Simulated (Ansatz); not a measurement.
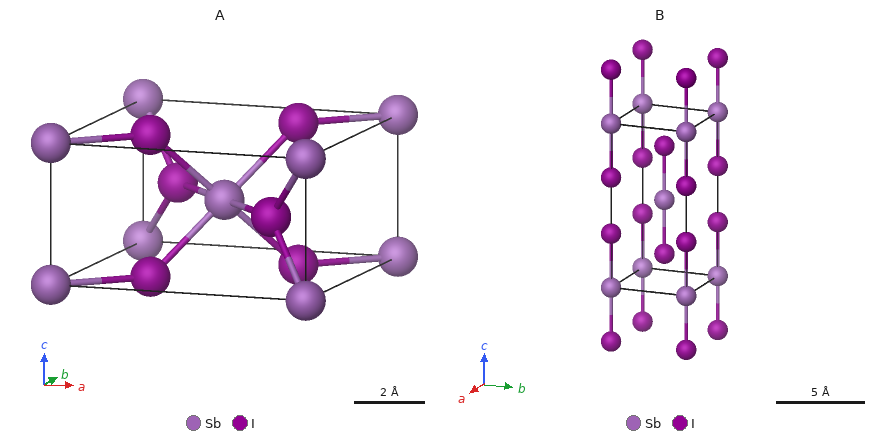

Two structures of SbI$_{2}$, each relaxed to rest (conventional cells in solid outline, small ones repeated, not to one scale). Method: DFT PBE, scalar-relativistic, plane waves, PAW in Ansatz, without spin polarisation.

> Which two forms are compared?

A: 6 atoms a cell on a primitive tetragonal lattice, P4_2/mnm. B: 6 atoms a cell on a body-centred tetragonal lattice, I4/mmm.

> Which form lies lower?

A is lower, by 449 meV/atom at this level of theory (energies at zero smearing). Volumes: A 42.9, B 34.9 Å³/atom.

One or both may be structure types tried for this composition rather than known phases.
